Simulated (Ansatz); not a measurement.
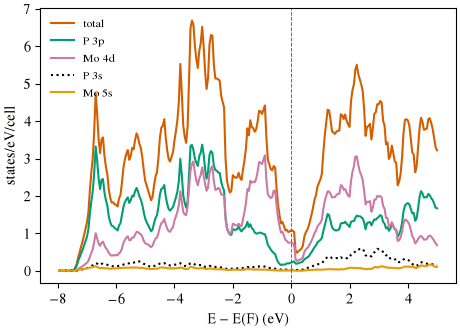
*Total and projected density of states of MoP2 in space group Cmc2_1 (No. 36; Mo on 4a, P on 4a, P on 4a), PBEsol (plane waves, PAW; program Ansatz)*

Question: Which orbitals carry the states next to the Fermi level?

Answer: Within 0.5 eV of the Fermi level: Mo 4d 71 %, P 3p 21 %. Projections are on Löwdin-orthogonalised atomic valence shells; empty p or d shells of many metals are not among them.

Question: Where is the tallest occupied peak in this window, and what makes it?

Answer: Near -3.4 eV, about 6.7 states/eV per cell; the largest projected share is P 3p.

The workflow started from a Materials Project entry (that database holds measured and hypothetical structures alike); the Crystallography Open Database copy checked does not list it. Whether it is the stable phase at ambient conditions was not checked. The cell was relaxed with PBEsol under the symmetry of its start; its stability against distortions is not shown here. No spin polarisation was allowed. Spin–orbit coupling is left out wherever it is not named.

Potentials: the earlier of the program's two PAW sets. The files were generated under PBE; for other functionals the program regenerates the frozen cores, and for LDA and PBEsol the local potential too.
